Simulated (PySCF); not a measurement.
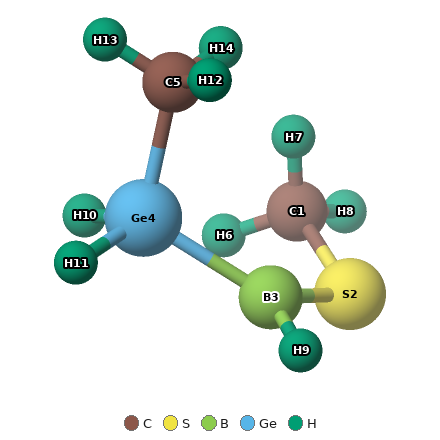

C₂H₉BGeS, SMILES CS[BH][GeH2][CH3], singlet. Vertical core-electron binding energies by ΔSCF (B3LYP, pcX-2 on the ionised atom, pcseg-1 elsewhere, spin-free X2C; PySCF 2.14.0, at a PBE0-D3(BJ)/def2-SVP geometry (no frequency check)), gas phase, against the vacuum level. One atom of each kind was ionised; within a panel, areas follow the number of like atoms and 2j + 1 (2p levels are split by first-order spin-orbit coupling, an approximation), each panel is scaled alone, Gaussians of 0.4 eV full width. Only the regions named are shown.

**Predict the C 1s, S 2p and B 1s photoelectron lines.**

```
  level  atoms  binding energy (eV)
   C 1s     C1                291.4
   C 1s     C5                290.2
S 2p1/2     S2                170.3
S 2p3/2     S2                169.1
   B 1s     B3                195.7
```

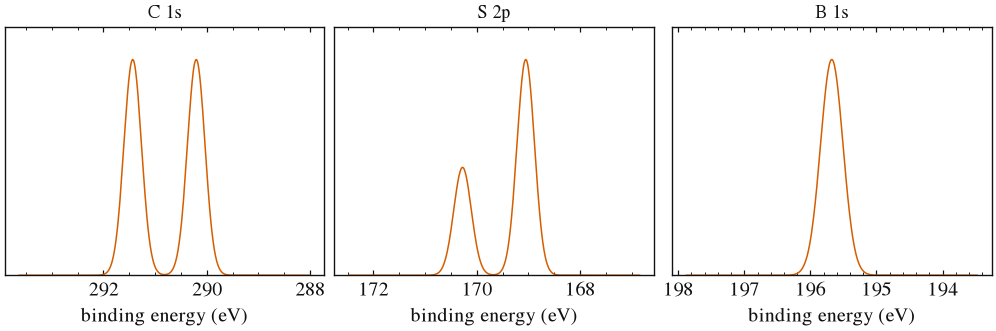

Caveats: one conformer of a flexible molecule.
